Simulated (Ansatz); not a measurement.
## Molecular dynamics, with input and output: BF4 (charge −1)

BF4, charge −1, computed with RKS B3LYP-D4/cc-pVDZ (Ansatz 0.2.0).

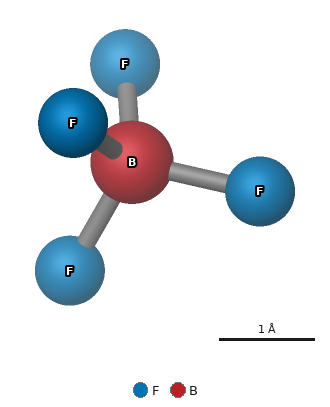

Fig. 1: The input geometry (ball-and-stick view, seen at a tilt). Bond lengths as drawn: B–F 1.41 Å.

### Results in brief

- outcome: finished
- mean temperature over the second half: 208 K
- trajectory: 40 steps, 20 fs
- ensemble: nvt_langevin
- temperature in the input: 300 K
- time step: 0.5 fs
- potential energy (last step): −11552.0908 eV
- mean-field energy (last step): −11551.9784 eV
- dispersion energy (last step): −0.1124 eV
- SCF solution under orbital rotations (last step): stable
- largest force (length of the vector) (last step): 1.485 eV/Å
- hardware: 4 threads of Arm Neoverse V1, 23 GiB of memory available, shared host
- wall time: 25 s (CPU time 91 s)
- peak memory: 0.42 GiB

### Remarks

So short a trajectory is not equilibrated. The logged temperature at the start can lie below the typed one, since it is counted over all degrees of freedom. The temperature stays far from the 300 K of the thermostat over the second half: the run isn't equilibrated.

### Input file
```yaml
crystal:
  periodic: [false, false, false]
  atoms:
    - {symbol: F, position_ang: [-0.071453, 0.109232, -1.399746]}
    - {symbol: F, position_ang: [0.582750, 1.163595, 0.531680]}
    - {symbol: B, position_ang: [0.000018, -0.000021, -0.000020]}
    - {symbol: F, position_ang: [-1.294757, -0.157385, 0.524446]}
    - {symbol: F, position_ang: [0.783541, -1.115519, 0.343539]}
basis:
  gaussian: {orbitals: cc-pVDZ}
total_charge: -1
hamiltonian: {xc: {name: B3LYP}, dispersion: d4}
md: {n_steps: 40, timestep: 0.5, temperature: 300, ensemble: nvt_langevin, seed: 276, friction: 0.05, initial_velocities: maxwell_boltzmann}
```

Launched with:
```bash
ansatz run in.yaml --threads 4 --pin off --events-out ev --progress --plain --max-ram 9574MiB
```

### What the program printed
```
Functional definition: B3LYP
  name "B3LYP"
  cite "Stephens, Devlin, Chabalowski & Frisch, J. Phys. Chem. 98, 11623 (1994) doi:10.1021/j100096a001"
  cite "Becke, Phys. Rev. A 38, 3098 (1988) doi:10.1103/PhysRevA.38.3098"
  cite "Lee, Yang & Parr, Phys. Rev. B 37, 785 (1988) doi:10.1103/PhysRevB.37.785"
  cite "Vosko, Wilk & Nusair, Can. J. Phys. 58, 1200 (1980) doi:10.1139/p80-159"
  parameter a0 = 0.2
  parameter ax = 0.72
  parameter ac = 0.81
  exchange = (1 - a0 - ax)*slater_x + ax*b88_x + a0*exact_x
  correlation = (1 - ac)*vwn_rpa_c + ac*lyp_c
688 factors; integrals over basis functions are off by at most 2.9e-4 eV
mean field evaluation 1: about -11551.5021 eV, gradient 1.8e1 eV
mean field evaluation 2: about -11551.3389 eV, gradient 2.2e1 eV
mean field evaluation 4: about -11552.0242 eV, gradient 1.7e-1 eV
mean field evaluation 8: about -11552.0820 eV, gradient 4.6e-3 eV
mean field -11552.08198098 eV, -424.5311825187 hartree, gradient 8.0e-6 eV, S^2 0.000000; 0 other end points of the search recorded, 0 dependent functions left out
the calculation of the forces begins
reference -11552.08214749 eV, -424.5311886376 hartree; 21, 21 occupied and 49, 49 virtual orbitals, 688 factors
md step     0: t =     0.00 fs  T =   240.0 K  F+E_penalty+E_count = -11552.19501230 eV  E_kin = 0.155112 eV  (24 SCF iters)
these checks for a lower state are left out or cut short: starts, cluster_reference, orbital_swaps, neighbouring_geometries, increment
688 factors; integrals over basis functions are off by at most 2.9e-4 eV
mean field evaluation 16: about -11552.0247 eV, gradient 8.7e-4 eV
mean field -11552.08240444 eV, -424.5311980803 hartree, gradient 2.2e-5 eV, S^2 0.000000; 0 other end points of the search recorded, 0 dependent functions left out
the calculation of the forces begins
reference -11552.08257094 eV, -424.5312041993 hartree; 21, 21 occupied and 49, 49 virtual orbitals, 688 factors
md step     1: t =     0.50 fs  T =   231.9 K  F+E_penalty+E_count = -11552.19542412 eV  E_kin = 0.149877 eV  (28 SCF iters)
[... from here on the SCF iterations and repeated set-up lines of each step are left out, up to the last step ...]
md step     2: t =     1.00 fs  T =   245.9 K  F+E_penalty+E_count = -11552.19478421 eV  E_kin = 0.158906 eV  (28 SCF iters)
md step     3: t =     1.50 fs  T =   273.1 K  F+E_penalty+E_count = -11552.19322255 eV  E_kin = 0.176509 eV  (28 SCF iters)
md step     4: t =     2.00 fs  T =   242.3 K  F+E_penalty+E_count = -11552.19121456 eV  E_kin = 0.156575 eV  (28 SCF iters)
md step     5: t =     2.50 fs  T =   245.6 K  F+E_penalty+E_count = -11552.18918194 eV  E_kin = 0.158701 eV  (28 SCF iters)
md step     6: t =     3.00 fs  T =   237.4 K  F+E_penalty+E_count = -11552.18646691 eV  E_kin = 0.153410 eV  (28 SCF iters)
md step     7: t =     3.50 fs  T =   249.4 K  F+E_penalty+E_count = -11552.18337924 eV  E_kin = 0.161164 eV  (28 SCF iters)
md step     8: t =     4.00 fs  T =   239.1 K  F+E_penalty+E_count = -11552.17964430 eV  E_kin = 0.154532 eV  (29 SCF iters)
md step     9: t =     4.50 fs  T =   229.2 K  F+E_penalty+E_count = -11552.17541020 eV  E_kin = 0.148123 eV  (28 SCF iters)
md step    10: t =     5.00 fs  T =   193.0 K  F+E_penalty+E_count = -11552.17183617 eV  E_kin = 0.124733 eV  (22 SCF iters)
md step    11: t =     5.50 fs  T =   180.4 K  F+E_penalty+E_count = -11552.16885728 eV  E_kin = 0.116588 eV  (22 SCF iters)
md step    12: t =     6.00 fs  T =   146.6 K  F+E_penalty+E_count = -11552.16564990 eV  E_kin = 0.094743 eV  (22 SCF iters)
md step    13: t =     6.50 fs  T =   161.7 K  F+E_penalty+E_count = -11552.16273767 eV  E_kin = 0.104483 eV  (22 SCF iters)
md step    14: t =     7.00 fs  T =   210.3 K  F+E_penalty+E_count = -11552.16015600 eV  E_kin = 0.135943 eV  (22 SCF iters)
md step    15: t =     7.50 fs  T =   222.8 K  F+E_penalty+E_count = -11552.15679685 eV  E_kin = 0.143995 eV  (22 SCF iters)
md step    16: t =     8.00 fs  T =   191.5 K  F+E_penalty+E_count = -11552.15233295 eV  E_kin = 0.123760 eV  (22 SCF iters)
md step    17: t =     8.50 fs  T =   194.2 K  F+E_penalty+E_count = -11552.14828977 eV  E_kin = 0.125542 eV  (22 SCF iters)
md step    18: t =     9.00 fs  T =   194.1 K  F+E_penalty+E_count = -11552.14523154 eV  E_kin = 0.125416 eV  (25 SCF iters)
md step    19: t =     9.50 fs  T =   206.7 K  F+E_penalty+E_count = -11552.14227019 eV  E_kin = 0.133566 eV  (29 SCF iters)
md step    20: t =    10.00 fs  T =   216.4 K  F+E_penalty+E_count = -11552.13842344 eV  E_kin = 0.139859 eV  (29 SCF iters)
md step    21: t =    10.50 fs  T =   220.1 K  F+E_penalty+E_count = -11552.13389382 eV  E_kin = 0.142251 eV  (28 SCF iters)
md step    22: t =    11.00 fs  T =   226.5 K  F+E_penalty+E_count = -11552.12908755 eV  E_kin = 0.146390 eV  (28 SCF iters)
md step    23: t =    11.50 fs  T =   205.1 K  F+E_penalty+E_count = -11552.12416750 eV  E_kin = 0.132538 eV  (29 SCF iters)
md step    24: t =    12.00 fs  T =   197.2 K  F+E_penalty+E_count = -11552.11940489 eV  E_kin = 0.127445 eV  (29 SCF iters)
md step    25: t =    12.50 fs  T =   176.3 K  F+E_penalty+E_count = -11552.11477484 eV  E_kin = 0.113922 eV  (23 SCF iters)
md step    26: t =    13.00 fs  T =   214.3 K  F+E_penalty+E_count = -11552.10930894 eV  E_kin = 0.138478 eV  (23 SCF iters)
md step    27: t =    13.50 fs  T =   170.8 K  F+E_penalty+E_count = -11552.10320126 eV  E_kin = 0.110373 eV  (23 SCF iters)
md step    28: t =    14.00 fs  T =   157.2 K  F+E_penalty+E_count = -11552.09768205 eV  E_kin = 0.101603 eV  (21 SCF iters)
md step    29: t =    14.50 fs  T =   155.5 K  F+E_penalty+E_count = -11552.09246665 eV  E_kin = 0.100528 eV  (21 SCF iters)
md step    30: t =    15.00 fs  T =   161.7 K  F+E_penalty+E_count = -11552.08731141 eV  E_kin = 0.104524 eV  (22 SCF iters)
md step    31: t =    15.50 fs  T =   189.3 K  F+E_penalty+E_count = -11552.08293617 eV  E_kin = 0.122321 eV  (21 SCF iters)
md step    32: t =    16.00 fs  T =   192.8 K  F+E_penalty+E_count = -11552.08031755 eV  E_kin = 0.124575 eV  (22 SCF iters)
md step    33: t =    16.50 fs  T =   218.1 K  F+E_penalty+E_count = -11552.07884210 eV  E_kin = 0.140926 eV  (29 SCF iters)
md step    34: t =    17.00 fs  T =   247.4 K  F+E_penalty+E_count = -11552.07825012 eV  E_kin = 0.159903 eV  (28 SCF iters)
md step    35: t =    17.50 fs  T =   195.4 K  F+E_penalty+E_count = -11552.07800696 eV  E_kin = 0.126309 eV  (29 SCF iters)
md step    36: t =    18.00 fs  T =   188.4 K  F+E_penalty+E_count = -11552.07861009 eV  E_kin = 0.121737 eV  (28 SCF iters)
md step    37: t =    18.50 fs  T =   231.2 K  F+E_penalty+E_count = -11552.08078722 eV  E_kin = 0.149425 eV  (28 SCF iters)
md step    38: t =    19.00 fs  T =   253.4 K  F+E_penalty+E_count = -11552.08383641 eV  E_kin = 0.163747 eV  (24 SCF iters)
md step    39: t =    19.50 fs  T =   265.2 K  F+E_penalty+E_count = -11552.08732558 eV  E_kin = 0.171403 eV  (28 SCF iters)
these checks for a lower state are left out or cut short: starts, cluster_reference, orbital_swaps, neighbouring_geometries, increment
688 factors; integrals over basis functions are off by at most 2.9e-4 eV
mean field -11551.97823048 eV, -424.5273697580 hartree, gradient 1.9e-5 eV, S^2 0.000000; 0 other end points of the search recorded, 0 dependent functions left out
the calculation of the forces begins
reference -11551.97839758 eV, -424.5273758988 hartree; 21, 21 occupied and 49, 49 virtual orbitals, 688 factors
688 factors; integrals over basis functions are off by at most 2.9e-4 eV
mean field evaluation 320: about -11551.9782 eV, gradient 3.4e-4 eV
mean field -11551.97823048 eV, -424.5273697580 hartree, gradient 1.9e-5 eV, S^2 0.000000; 1 other end points of the search recorded, 0 dependent functions left out
the calculation of the forces begins
reference -11551.97839758 eV, -424.5273758988 hartree; 21, 21 occupied and 49, 49 virtual orbitals, 688 factors
md step    40: t =    20.00 fs  T =   287.6 K  F+E_penalty+E_count = -11552.09060406 eV  E_kin = 0.185908 eV  (26 SCF iters)
```

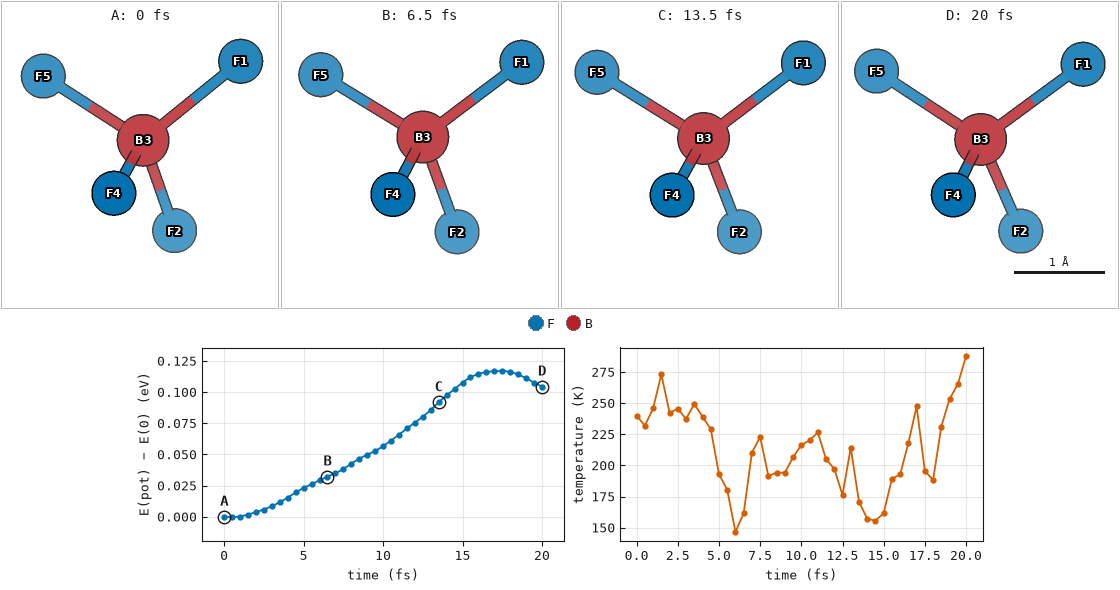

Fig. 2: Frames of the molecular dynamics (ball-and-stick, seen at a tilt) above the curves, on which the letters mark them. The trajectory kept here has 41 frames over 20 fs. The temperature starts at 240 K, ranges from 147 to 288 K and averages 208 K over the second half. The potential energy ends 0.104 eV above its first value. After an unweighted best fit of the last frame on the first, the root-mean-square displacement is 0.06 Å.

```
Total energy: -11552.09077116 eV, -424.5315055516 hartree
Atom 0 at    -0.085510     0.205423    -1.414000 Å, force     0.030153    -0.680167    -0.062418 eV/Å
Atom 1 at     0.574169     1.235665     0.458775 Å, force     0.459076    -0.521858     0.566815 eV/Å
Atom 2 at     0.019300     0.014395    -0.009743 Å, force    -0.295625     0.153730    -0.211698 eV/Å
Atom 3 at    -1.290296    -0.106788     0.546380 Å, force     0.390645    -0.295690    -0.053541 eV/Å
Atom 4 at     0.798768    -1.179403     0.307310 Å, force    -0.584250     1.343986    -0.239158 eV/Å
Dipole moment:     0.013315    -0.009245     0.010837 e Å
```

### Trajectory as extended XYZ (Å, eV, eV/Å), 18 of the 41 frames kept, from step=0 to step=40
```
5
Properties=species:S:1:pos:R:3:forces:R:3 step=0 time_fs=0.0 energy=-11552.19501 temperature=240.0
F    -0.0715    0.1092   -1.3997   -0.0236   0.0361  -0.4630
F     0.5827    1.1636    0.5317    0.1927   0.3849   0.1759
B     0.0000    0.0000    0.0000    0.0000   0.0001   0.0000
F    -1.2948   -0.1574    0.5244   -0.4283  -0.0521   0.1735
F     0.7835   -1.1155    0.3435    0.2592  -0.3690   0.1137
5
Properties=species:S:1:pos:R:3:forces:R:3 step=2 time_fs=1.0 energy=-11552.19478 temperature=245.9
F    -0.0719    0.1122   -1.3980   -0.0429  -0.0075  -0.6261
F     0.5803    1.1668    0.5275    0.1959   0.2515   0.1396
B     0.0017   -0.0044   -0.0064   -0.0763   0.1443   0.3292
F    -1.2944   -0.1566    0.5305   -0.3169  -0.0780   0.0829
F     0.7837   -1.1207    0.3413    0.2402  -0.3103   0.0744
5
Properties=species:S:1:pos:R:3:forces:R:3 step=5 time_fs=2.5 energy=-11552.18918 temperature=245.6
F    -0.0766    0.1184   -1.3975   -0.0452  -0.0787  -0.7773
F     0.5771    1.1732    0.5210    0.2000   0.0314   0.0850
B     0.0041   -0.0107   -0.0143   -0.2049   0.3991   0.6872
F    -1.2937   -0.1544    0.5382   -0.1832  -0.1184  -0.0167
F     0.7819   -1.1285    0.3367    0.2332  -0.2333   0.0218
5
Properties=species:S:1:pos:R:3:forces:R:3 step=7 time_fs=3.5 energy=-11552.18338 temperature=249.4
F    -0.0814    0.1238   -1.3978   -0.0359  -0.1267  -0.8192
F     0.5755    1.1790    0.5175    0.1853  -0.1294   0.0432
B     0.0050   -0.0139   -0.0182   -0.2813   0.5906   0.8516
F    -1.2934   -0.1535    0.5426   -0.1108  -0.1362  -0.0653
F     0.7801   -1.1319    0.3342    0.2427  -0.1982  -0.0103
5
Properties=species:S:1:pos:R:3:forces:R:3 step=9 time_fs=4.5 energy=-11552.17541 temperature=229.2
F    -0.0862    0.1292   -1.3992   -0.0235  -0.1793  -0.8206
F     0.5727    1.1849    0.5152    0.1698  -0.2866  -0.0119
B     0.0057   -0.0170   -0.0223   -0.3720   0.7764   1.0271
F    -1.2940   -0.1527    0.5478   -0.0150  -0.1543  -0.1363
F     0.7790   -1.1344    0.3336    0.2407  -0.1563  -0.0583
5
Properties=species:S:1:pos:R:3:forces:R:3 step=12 time_fs=6.0 energy=-11552.16565 temperature=146.6
F    -0.0907    0.1365   -1.4022   -0.0025  -0.2457  -0.7509
F     0.5694    1.1936    0.5110    0.1654  -0.4526  -0.0524
B     0.0078   -0.0176   -0.0263   -0.5113   0.8605   1.1753
F    -1.2963   -0.1515    0.5538    0.1620  -0.1562  -0.2388
F     0.7783   -1.1393    0.3338    0.1864  -0.0060  -0.1331
5
Properties=species:S:1:pos:R:3:forces:R:3 step=14 time_fs=7.0 energy=-11552.16016 temperature=210.3
F    -0.0918    0.1416   -1.4052    0.0009  -0.2943  -0.6387
F     0.5672    1.1982    0.5086    0.1609  -0.5408  -0.0639
B     0.0085   -0.0176   -0.0274   -0.5727   0.8804   1.1939
F    -1.2990   -0.1504    0.5581    0.2936  -0.1599  -0.3126
F     0.7793   -1.1428    0.3337    0.1173   0.1145  -0.1788
5
Properties=species:S:1:pos:R:3:forces:R:3 step=16 time_fs=8.0 energy=-11552.15233 temperature=191.5
F    -0.0925    0.1473   -1.4086    0.0133  -0.3470  -0.5025
F     0.5653    1.2032    0.5064    0.1598  -0.6303  -0.0724
B     0.0098   -0.0166   -0.0284   -0.6341   0.8433   1.2059
F    -1.3020   -0.1495    0.5617    0.4408  -0.1569  -0.3887
F     0.7806   -1.1483    0.3346    0.0202   0.2911  -0.2422
5
Properties=species:S:1:pos:R:3:forces:R:3 step=19 time_fs=9.5 energy=-11552.14227 temperature=206.7
F    -0.0922    0.1559   -1.4122    0.0219  -0.3866  -0.3817
F     0.5663    1.2089    0.5022    0.1630  -0.6790  -0.0502
B     0.0113   -0.0098   -0.0298   -0.6355   0.5709   1.2306
F    -1.3052   -0.1473    0.5642    0.6095  -0.1225  -0.4622
F     0.7829   -1.1573    0.3346   -0.1589   0.6172  -0.3365
5
Properties=species:S:1:pos:R:3:forces:R:3 step=21 time_fs=10.5 energy=-11552.13389 temperature=220.1
F    -0.0916    0.1604   -1.4134    0.0209  -0.4010  -0.3341
F     0.5676    1.2124    0.4980    0.1748  -0.6695  -0.0108
B     0.0120   -0.0032   -0.0301   -0.5885   0.2937   1.2320
F    -1.3059   -0.1460    0.5655    0.6884  -0.0908  -0.4892
F     0.7857   -1.1642    0.3351   -0.2955   0.8678  -0.3979
5
Properties=species:S:1:pos:R:3:forces:R:3 step=24 time_fs=12.0 energy=-11552.11940 temperature=197.2
F    -0.0905    0.1679   -1.4153    0.0247  -0.4236  -0.2455
F     0.5707    1.2182    0.4915    0.1898  -0.6450   0.0616
B     0.0130    0.0068   -0.0290   -0.5228  -0.0537   1.1346
F    -1.3067   -0.1423    0.5648    0.7816  -0.0561  -0.4940
F     0.7912   -1.1719    0.3349   -0.4734   1.1784  -0.4567
5
Properties=species:S:1:pos:R:3:forces:R:3 step=26 time_fs=13.0 energy=-11552.10931 temperature=214.3
F    -0.0890    0.1726   -1.4163    0.0202  -0.4385  -0.1968
F     0.5724    1.2221    0.4866    0.2099  -0.6146   0.1205
B     0.0143    0.0130   -0.0280   -0.5211  -0.2307   1.0440
F    -1.3073   -0.1390    0.5647    0.8431  -0.0388  -0.4983
F     0.7941   -1.1750    0.3336   -0.5521   1.3225  -0.4695
5
Properties=species:S:1:pos:R:3:forces:R:3 step=28 time_fs=14.0 energy=-11552.09768 temperature=157.2
F    -0.0875    0.1765   -1.4167    0.0224  -0.4512  -0.1876
F     0.5747    1.2261    0.4812    0.2293  -0.5996   0.1749
B     0.0170    0.0179   -0.0278   -0.5836  -0.3571   0.9901
F    -1.3086   -0.1356    0.5637    0.9280  -0.0201  -0.5055
F     0.7954   -1.1777    0.3320   -0.5962   1.4280  -0.4719
5
Properties=species:S:1:pos:R:3:forces:R:3 step=31 time_fs=15.5 energy=-11552.08294 temperature=189.3
F    -0.0865    0.1836   -1.4147    0.0322  -0.4748  -0.2815
F     0.5745    1.2294    0.4748    0.3122  -0.5274   0.2748
B     0.0206    0.0233   -0.0281   -0.6835  -0.4944   0.9482
F    -1.3091   -0.1283    0.5598    0.9705  -0.0364  -0.4777
F     0.7958   -1.1815    0.3280   -0.6314   1.5329  -0.4638
5
Properties=species:S:1:pos:R:3:forces:R:3 step=33 time_fs=16.5 energy=-11552.07884 temperature=218.1
F    -0.0849    0.1894   -1.4133    0.0311  -0.5113  -0.2639
F     0.5745    1.2316    0.4706    0.3680  -0.4804   0.3661
B     0.0216    0.0253   -0.0244   -0.6622  -0.5207   0.7463
F    -1.3067   -0.1231    0.5576    0.9187  -0.0685  -0.4145
F     0.7969   -1.1839    0.3248   -0.6557   1.5810  -0.4340
5
Properties=species:S:1:pos:R:3:forces:R:3 step=35 time_fs=17.5 energy=-11552.07801 temperature=195.4
F    -0.0838    0.1955   -1.4134    0.0371  -0.5600  -0.1659
F     0.5742    1.2333    0.4667    0.4270  -0.4362   0.4605
B     0.0224    0.0258   -0.0187   -0.6209  -0.4852   0.4199
F    -1.3029   -0.1176    0.5547    0.8241  -0.1162  -0.3255
F     0.7980   -1.1854    0.3211   -0.6673   1.5976  -0.3890
5
Properties=species:S:1:pos:R:3:forces:R:3 step=38 time_fs=19.0 energy=-11552.08384 temperature=253.4
F    -0.0852    0.2021   -1.4141    0.0499  -0.6413  -0.0569
F     0.5751    1.2343    0.4619    0.4553  -0.4818   0.5374
B     0.0226    0.0191   -0.0122   -0.5168  -0.1361  -0.0017
F    -1.2973   -0.1108    0.5493    0.6471  -0.2200  -0.1771
F     0.7996   -1.1834    0.3132   -0.6356   1.4793  -0.3017
5
Properties=species:S:1:pos:R:3:forces:R:3 step=40 time_fs=20.0 energy=-11552.09060 temperature=287.6
F    -0.0855    0.2054   -1.4140    0.0302  -0.6802  -0.0624
F     0.5742    1.2357    0.4588    0.4591  -0.5219   0.5668
B     0.0193    0.0144   -0.0097   -0.2956   0.1537  -0.2117
F    -1.2903   -0.1068    0.5464    0.3906  -0.2957  -0.0535
F     0.7988   -1.1794    0.3073   -0.5843   1.3440  -0.2392
```
